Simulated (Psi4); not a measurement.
**Two attempts at H2Si (SMILES [SiH2])**

Wanted: the energy of H2Si, FNO-QCISD(T)/3-21G (ZORA, density fitting, ints tolerance 1e-10).

The results are computed with Psi4 1.11.

## 1. The system as given

H2Si: 3 atoms, total charge 0, spin state singlet. As SMILES, `[SiH2]`. The shape is that of a PBE0-D4/def2-TZVP optimisation.

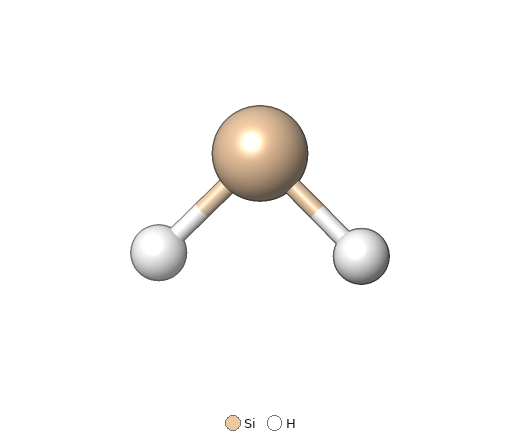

Viewed from a chosen angle; silicon light orange, hydrogen white.

## 2. Try one

h2si.py

```python
import psi4

psi4.set_memory(1600000000)
psi4.set_num_threads(1)
psi4.set_output_file('output.dat', False)

molecule = psi4.geometry("""
0 1
Si    -0.491200     0.468600    -0.213600
H      0.840300     0.578600     0.522500
H     -0.349100    -1.047200    -0.308900
units bohr
symmetry c1
""")

psi4.set_options(dict(basis='3-21G', reference='rhf', scf_type='df', freeze_core=True, maxiter=60, relativistic='zora'))

energy_value, wavefunction = psi4.energy("fno-qcisd(t)", return_wfn=True)
print('E =', round(energy_value, 9))
```

Started as:

```sh
$ python h2si.py
```

output.dat:

```text
Psi4 1.11 release

Relativistic analytic gradients are not implemented yet, re-routing to finite differences.

   => Loading Basis Set <=

    Name: 3-21G
    Role: ORBITAL
    Keyword: BASIS

         ---------------------------------------------------------
                                   SCF
                              RHF Reference
                        1 Threads,   1525 MiB Core
         ---------------------------------------------------------

  ==> Geometry <==

    Molecular point group: c1
    Full point group: Cs

    Geometry (in Bohr), charge = 0, multiplicity = 1:

[... 103 lines left out ...]
                           Total Energy        Delta E     RMS |[F,P]|
[... 7 lines left out ...]
   @DF-RHF iter   6:  -288.24985449145834   -3.39324e-08   8.94530e-07 DIIS
[... 32 lines left out ...]
    One-Electron Energy =                -435.8400525640115006
[... 48 lines left out ...]
        *               Frozen Natural Orbitals               *
[... 81 lines left out ...]
        e_convergence:                  1.000e-06
[... 55 lines left out ...]
        SS MP2.5 correlation energy:          -0.002365969346
[... 8 lines left out ...]
        OS MP4(SDQ) correlation energy:       -0.049946840672
[... 7 lines left out ...]
      * QCISD total energy:                 -288.304819036283
[... 11 lines left out ...]
        ==> Resort (ov|vv) integrals for low-memory (T) computation <==

        *******************************************************
        *                                                     *
        *                     QCISD(T)                        *
        *                                                     *
        *******************************************************

        Using low-memory algorithm.

        num_threads:                      1
        available memory:        1525.88 mb
        memory requirements:        0.01 mb

        Number of abc combinations: 165

        Computing (T) correction...

        % complete  total time
              10.3         0 s
              20.0         0 s
              30.3         0 s
              40.0         0 s
              50.3         0 s
              60.0         0 s
              70.3         0 s
              80.0         0 s
              90.3         0 s

        (T) energy                             -0.000612194975

        QCISD(T) correlation energy            -0.055576739272
      * QCISD(T) total energy                -288.305431231258

	total time  =          0 seconds =       0.00 minutes
```

On the terminal:

```text
E = -288.305431231
```

Run time: 2.1 s. Hardware: 1 thread of Intel Xeon 6975P-C (Granite Rapids), shared host; peak memory 0.29 GiB.

## 3. Reading the log

It ran to the end. The result can't be trusted all the same.

What is wrong: the coordinates are read in the wrong unit, so the molecule is scaled by the ratio of bohr to ångström. As the program read them, the closest atoms are 0.81 Å apart, against 1.53 Å in the sound input.

## 4. Second attempt

calc.py

```python
import psi4

psi4.set_memory(1600000000)
psi4.set_num_threads(1)
psi4.set_output_file('run.log', False)

m = psi4.geometry("""
0 1
Si    -0.491200     0.468600    -0.213600
H      0.840300     0.578600     0.522500
H     -0.349100    -1.047200    -0.308900
symmetry c1
""")

psi4.set_options({
    'reference': 'rhf',
    'scf_type': 'df',
    'freeze_core': True,
    'ints_tolerance': 1e-10,
    'guess': 'gwh',
    'print': 2,
    'maxiter': 100,
    'relativistic': 'zora',
})

e_tot = psi4.energy("fno-qcisd(t)/3-21G")
print(f'total energy {e_tot:.8f} hartree = {e_tot * 27.211386:.5f} eV')
```

Started as:

```sh
$ python calc.py
```

run.log:

```text
h
    h
    h

    -----------------------------------------------------------------------

    Memory:     1.5 GiB
    Threads:    1
                ecpint, einsums, f̶o̶r̶t̶e̶, gauxc, gcp, g̶d̶m̶a̶, geometric, g̶p̶u̶_̶d̶f̶c̶c̶,
                i̶n̶t̶e̶g̶r̶a̶t̶o̶r̶x̶x̶, i̶p̶i̶, libefp, m̶d̶i̶, m̶p̶2̶d̶, m̶r̶c̶c̶, ooo,
                o̶p̶e̶n̶f̶e̶r̶m̶i̶o̶n̶p̶s̶i̶4̶, pcmsolver, p̶s̶i̶4̶f̶o̶c̶k̶c̶i̶, p̶s̶i̶x̶a̶s̶,
                p̶y̶e̶i̶n̶s̶u̶m̶s̶, r̶e̶s̶p̶, s̶i̶m̶i̶n̶t̶, s̶n̶s̶m̶p̶2̶,
                v̶2̶r̶d̶m̶_̶c̶a̶s̶s̶c̶f̶

Relativistic analytic gradients are not implemented yet, re-routing to finite differences.

   => Loading Basis Set <=

    Name: 3-21G
    Role: ORBITAL
    Keyword: BASIS

[... 134 lines left out ...]
                           Total Energy        Delta E     RMS |[F,P]|
[... 7 lines left out ...]
   @DF-RHF iter   7:  -289.32991324058605   -5.34703e-09   2.48249e-07 DIIS
[... 32 lines left out ...]
    One-Electron Energy =                -420.7102000087062379
[... 48 lines left out ...]
        *               Frozen Natural Orbitals               *
[... 97 lines left out ...]
        e_convergence:                  1.000e-06
[... 55 lines left out ...]
        SS MP2.5 correlation energy:          -0.002657000079
[... 8 lines left out ...]
        OS MP4(SDQ) correlation energy:       -0.058918497139
[... 7 lines left out ...]
      * QCISD total energy:                 -289.394292834540
[... 11 lines left out ...]
        ==> Resort (ov|vv) integrals for low-memory (T) computation <==

        *******************************************************
        *                                                     *
        *                     QCISD(T)                        *
        *                                                     *
        *******************************************************

        Using low-memory algorithm.

        num_threads:                      1
        available memory:        1525.88 mb
        memory requirements:        0.01 mb

        Number of abc combinations: 165

        Computing (T) correction...

        % complete  total time
              10.3         0 s
              20.0         0 s
              30.3         0 s
              40.0         0 s
              50.3         0 s
              60.0         0 s
              70.3         0 s
              80.0         0 s
              90.3         0 s

        (T) energy                             -0.000584594207

        QCISD(T) correlation energy            -0.064964188125
      * QCISD(T) total energy                -289.394877428747

	total time  =          0 seconds =       0.00 minutes
```

On the terminal:

```text
total energy -289.39487743 hartree = -7874.83572 eV
```

Wall time 2.2 s (1 thread of Intel Xeon 6975P-C (Granite Rapids), shared host); peak memory 0.29 GiB.

## 5. What came out

At FNO-QCISD(T)/3-21G (ZORA, density fitting, ints tolerance 1e-10):

| quantity | value |
| --- | --- |
| total energy | -289.39488 Eh |
| HOMO energy (Hartree–Fock orbitals) | -9.14 eV |
| LUMO energy (Hartree–Fock orbitals) | 0.13 eV |
| HOMO–LUMO gap (Hartree–Fock orbitals) | 9.27 eV |
| correlation energy (5 core orbitals frozen) | -65.0 mEh |
| T1 diagnostic | 0.011 |

In words: The first attempt's energy was +29.645 eV off this one.
